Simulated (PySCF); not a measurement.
# CeHO2 (Ce(O)(OH)+): the cost of one run

The runs use PySCF 2.14.0; several levels, as the steps say, no spin–orbit coupling.

1 further run of the same task is left out (for a known fault of the program).

### 1 Where the work starts

4 atoms, charge 1, spin multiplicity 1.

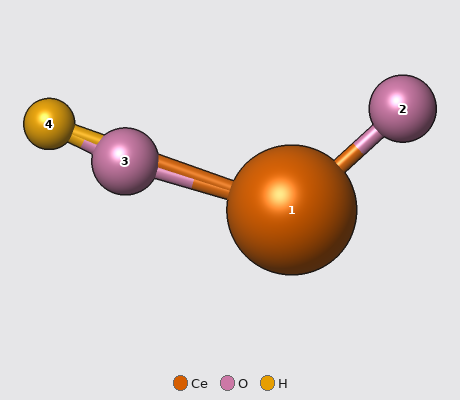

The structure; cerium orange, oxygen pink, hydrogen amber; atoms are numbered from 1 in the order of the file.

Geometry (Å):

| atom | x (Å) | y (Å) | z (Å) |
| --- | --- | --- | --- |
| Ce1 | 0.0172 | -0.0263 | -0.2864 |
| O2 | 1.4070 | 0.0122 | 0.7304 |
| O3 | -1.8136 | 0.0332 | 0.4711 |
| H4 | -2.6304 | 0.0694 | 0.9915 |

Formal oxidation states: Ce +4. An earlier session relaxed this geometry at PBE0, Ce def2-SVP with ECP28, O def2-SVP, H def2-SVP (singlet, point group Cs).

At PBE0 on the finer grid: E = -625.651030 Eh, HOMO -14.06 eV, LUMO -8.29 eV, Mulliken charge on Ce1 +1.28 e, largest force component 0.018 eV/Å. 

Levels to run: BP86; CAM-B3LYP; PBE0, TZVP. Hardware: 2 threads of Arm Neoverse V2, shared host.

### 2 BP86

run.py (the lines that set the calculation) reads:

```python
mol = gto.M(atom='''
Ce     0.01724    -0.02628    -0.28644
O      1.40700     0.01223     0.73040
O     -1.81358     0.03318     0.47111
H     -2.63044     0.06936     0.99148''',
    basis={'Ce': 'def2-SVP', 'O': 'def2-SVP', 'H': 'def2-SVP'},
    ecp={'Ce': 'def2-SVP'},
    charge=1, spin=0)
mf = dft.RKS(mol, xc='B88,P86')
mf.grids.atom_grid = (75, 302)  # f atoms: unpruned, at least (60, 302)
mf = mf.density_fit()  # fitting sets: Ce def2-universal-JKFIT, O def2-universal-JKFIT, H def2-universal-JKFIT
mf.conv_tol = 1e-08; mf.max_cycle = 55
mf.kernel(dm0)  # dm0: the density of the relaxed state
```

The run is started by

```sh
OMP_NUM_THREADS=2 python run.py
```

**Question.** How long does this run take on 2 threads of Arm Neoverse V2, shared host?

About 5.4 s.
